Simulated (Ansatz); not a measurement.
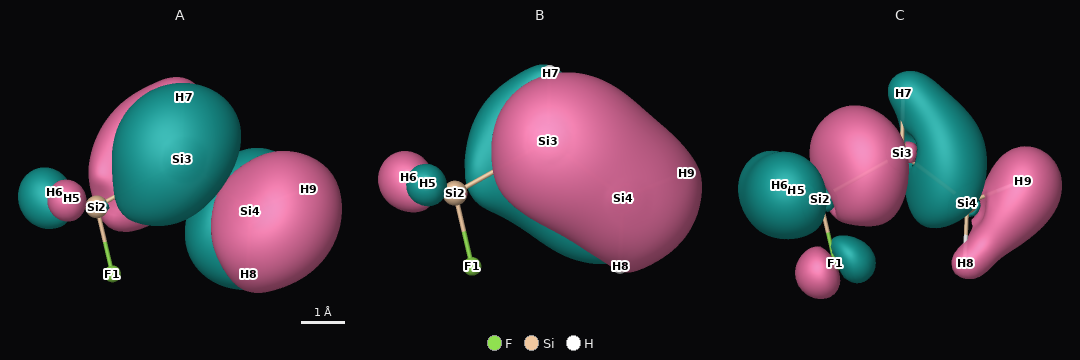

*FH$_{5}$Si$_{3}$ (SMILES F[SiH2][SiH]=[SiH2]). Three frontier orbitals at ±0.06 Å⁻³ᐟ² (teal and pink are the two phases), in no order.*

Geometry: PBE0-D3(BJ)/def2-SVP.

Level of theory: isolated molecule in a Gaussian basis; Kohn-Sham density functional theory, functional PBE0 in Ansatz.

Input file:

```
crystal:
  periodic: [false, false, false]
  atoms:
    - symbol: F
      position_ang: [1.407230, 1.856508, -1.442502]
    - symbol: Si
      position_ang: [1.852417, 1.112193, -0.061065]
    - symbol: Si
      position_ang: [0.111382, -0.342021, 0.428454]
    - symbol: Si
      position_ang: [-1.305630, -0.610920, -1.160190]
    - symbol: H
      position_ang: [2.047861, 2.155244, 0.987126]
    - symbol: H
      position_ang: [3.150614, 0.415224, -0.296679]
    - symbol: H
      position_ang: [0.257812, -1.368093, 1.498714]
    - symbol: H
      position_ang: [-1.407891, 0.392315, -2.251831]
    - symbol: H
      position_ang: [-2.456197, -1.551800, -1.087362]
basis:
  gaussian: {orbitals: def2-TZVPD}
magnetization: {spin_polarized: false}
hamiltonian: {xc: pbe0}
output: {forces: true, orbitals: {seedname: orbitals}}
```

Command:

```sh
ansatz run input.yaml --threads 1 --pin off --max-ram 2610MiB --events-out events.jsonl --progress --plain --runs-dir runs
```

> Which picture is the HOMO−1, the HOMO and the LUMO?

C is the HOMO−1 (−8.49 eV). By Hirshfeld shares it lies mainly on Si3 (about 35 %), Si2 (about 25 %) and Si4 (about 15 %). B is the HOMO (−6.17 eV). It lies mainly on Si3 (about 45 %) and Si4 (about 45 %); π-bonding across Si3–Si4. A is the LUMO (−2.18 eV). It lies mainly on Si4 (about 45 %), Si3 (about 35 %) and Si2 (about 10 %); π-antibonding (π*) across Si4–Si3.

> What is the HOMO–LUMO gap?

3.99 eV between the orbital energies.
